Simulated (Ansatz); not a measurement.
Consider Cl$_{2}$F$_{3}$Ta.

The calculation's input:

```
crystal:
  periodic: [false, false, false]
  atoms:
    - { symbol: Ta, position_ang: [0.0, 0.0, 0.0] }
    - { symbol: F, position_ang: [1.93, 0.0, 0.0] }
    - { symbol: F, position_ang: [0.0, 0.0, 1.93] }
    - { symbol: F, position_ang: [0.0, 0.0, -1.93] }
    - { symbol: Cl, position_ang: [-1.235, 2.139, 0.0] }
    - { symbol: Cl, position_ang: [-1.235, -2.139, 0.0] }
basis:
  gaussian: { orbitals: def2-SVP }
hamiltonian:
  xc: pbe
relax:
  f_tol: 0.02
  max_steps: 40
output:
  orbitals: {}
```

Launched as:

```sh
ansatz run input.yaml --threads 2 --pin off --max-ram 3072MiB --backend cpu --events-out ev --progress --plain --runs-dir out
```

The fields are those of the run's last geometry, not of the input's.

Core potentials replace the inner electrons of Ta.

The calculation used RKS PBE/def2-SVP (Ansatz).

What can the converged electron density and electron localisation function tell about the bonding?

Answer. Ta–F (1.87 Å): ρ is about 1 e/Å³ halfway; the ELF peaks at about 0.85 in the valence shell of F, 0.6 Å from its nucleus, and drops to about 0.20 between the two atoms.
Ta–Cl (2.30 Å): the density is about 0.68 e/Å³ at the midpoint; the ELF peaks at about 0.85 in the valence shell of Cl, 0.8 Å from its nucleus, and is about 0.40 at the midpoint.

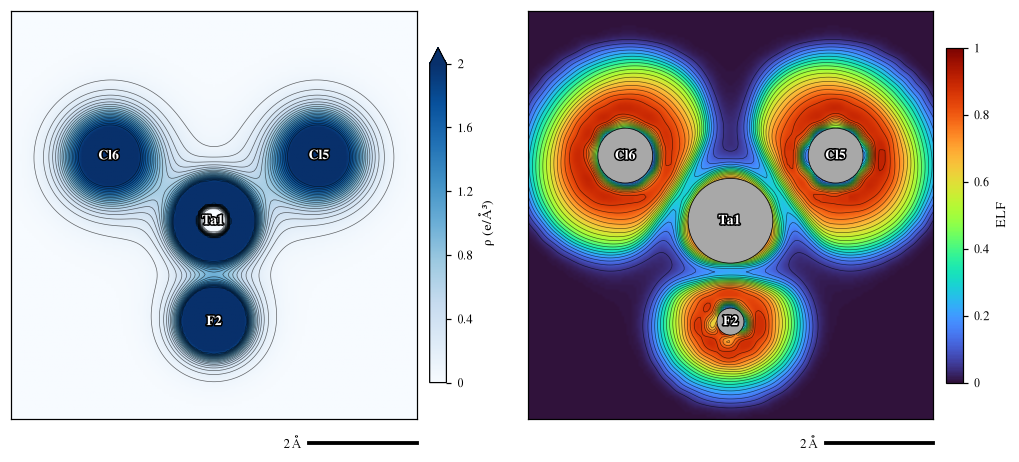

Computed electron density and electron localisation function on the plane of atoms Cl5, Ta1 and Cl6, in this order. Grey discs cover the atomic cores in the ELF map. 
